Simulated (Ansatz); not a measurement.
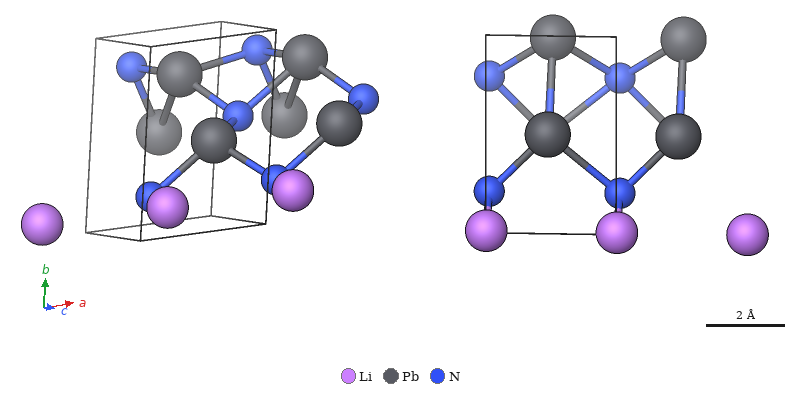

Two geometries of a crystal of LiPb2N3 (built on the LaAl2Cu3-65 type type), drawn at one scale. One is the start of a relaxation, the other its converged end. The picture is a ball-and-stick view of the cell of the calculation, reduced to other axes, repeated 2 × 1 × 1 with one cell outlined, seen along the c axis. Lengths and directions refer to the drawn axes.

Level of theory: Ansatz, DFT, PBEsol, plane waves, PAW. (plane-wave cutoff 420 eV; k-point mesh 4 × 4 × 6; occupations fermi dirac; smearing width 0.05 eV; no spin polarisation; cell and atoms relaxed; force threshold 0.01 eV/Å; at most 120 steps)

Which geometry has the lower energy?

Answer. The left one is the relaxed one. Case: shaken. The atom that moves furthest relative to the cell is the Li atom (2.58 Å in a general direction near [−3 1 1]). By element the largest moves are Li 2.58 Å, N 1.60 Å, Pb 1.05 Å. The volume changes by −3.7 %, with a 3.390 → 3.387 Å (−0.1 %), b 5.449 → 5.533 Å (+1.6 %), c 5.499 → 6.379 Å (+16.0 %), α 109.7° → 114.8°, β 90.6° → 63.2°, γ 90.6° → 86.4°. Some distances before and after: Li–N 6.086 → 2.040 Å, Li–N 1.946 → 4.170 Å, N–Pb 4.379 → 2.338 Å, N–Pb 2.773 → 4.747 Å. New bonds form, among them: Li–N (3.74 → 2.11 Å), Li–N (3.84 → 1.99 Å), Li–N (6.09 → 2.04 Å). Bonds break, among them: Li–N (1.73 → 3.15 Å), Li–N (1.95 → 4.17 Å). Among the angles between lasting bonds that change: N–Pb–N 176.7° → 100.7°, N–Pb–N 75.3° → 150.5°, N–Pb–N 173.2° → 108.6°. The space group stays P1 (No. 1). Over 46 accepted moves (53 points after the start) the energy falls by 597 meV per atom. The largest force component goes from 1.6 to 0.0017 eV/Å. The pressure goes from −0.35 to 0.01 GPa. The line search rejected the trial steps at points 28, 36, 39 of the run. At 4 points the geometry stayed and the basis and grid were re-selected for the new cell (energy shift of 35.7 meV per atom at most each time). The run took 5.6 min on 2 threads of Arm Neoverse V2 (shared host), peak memory 0.43 GiB.
